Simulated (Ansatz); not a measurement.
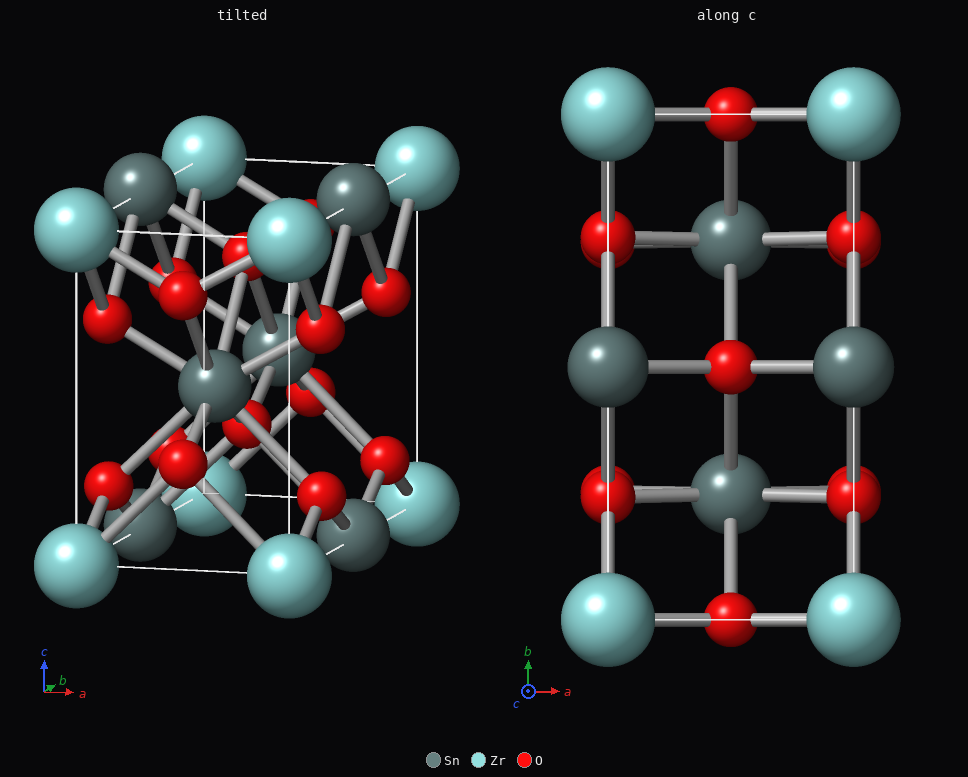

Shown here is a ball-and-stick view of the crystal, taken slightly off an axis and along the c axis. The lines enclose the conventional unit cell; boundary atoms appear with their images.

ZrSn$_{3}$O$_{8}$, space group Pmm2 (No. 25), a = 3.516 Å, b = 7.236 Å, c = 5.395 Å, α = 90.00°, β = 90.00°, γ = 90.00°. The structure was taken from a structure type filled with these elements by a generator (whether the compound takes this form wasn't checked). Earlier steps of the study, as a rule a relaxation of our own, may have changed the cell and positions, so they can lie some per cent off the listed ones. It was the input of a calculation with Ansatz.

This one geometry was computed with Ansatz (DFT, plane waves, PAW) at five levels of theory: r2SCAN, PBE0, HSE06, PBE with spin-orbit coupling and PBE. It was relaxed beforehand with r2SCAN.

Which level gives the highest pressure at this volume, and what does that say about its equilibrium volume?

Answer. Highest: PBE with spin-orbit coupling (7.1 GPa) and PBE (7.1 GPa), which points to the largest equilibrium volume. Lowest, with the smallest volume: PBE0 (-2.3 GPa) and HSE06 (-2.2 GPa). Levels within 0.5 GPa of each other can't be told apart.

How does the band gap change with the level of theory?

Answer. PBE: a gap of 1.82 eV, indirect; PBE with spin-orbit coupling: a gap of 1.83 eV, indirect; r2SCAN: a gap of 2.40 eV, indirect; HSE06: a gap of 3.28 eV, indirect; PBE0: a gap of 4.00 eV, indirect.

Collect the results in a table.

Answer.
| level | cutoff (eV) | k-mesh of the run's cell | gap (eV) | pressure (GPa) |
| --- | --- | --- | --- | --- |
| r2SCAN | 500 | 8×4×6 | 2.40 | 0.0 |
| PBE0 | 420 | 4×2×4 | 4.00 | -2.3 |
| HSE06 | 420 | 4×2×4 | 3.28 | -2.2 |
| PBE with spin-orbit coupling | 420 | 8×4×6 | 1.83 | 7.1 |
| PBE | 420 | 8×4×6 | 1.82 | 7.1 |

Gaps are taken on the k-mesh or band path of each run.
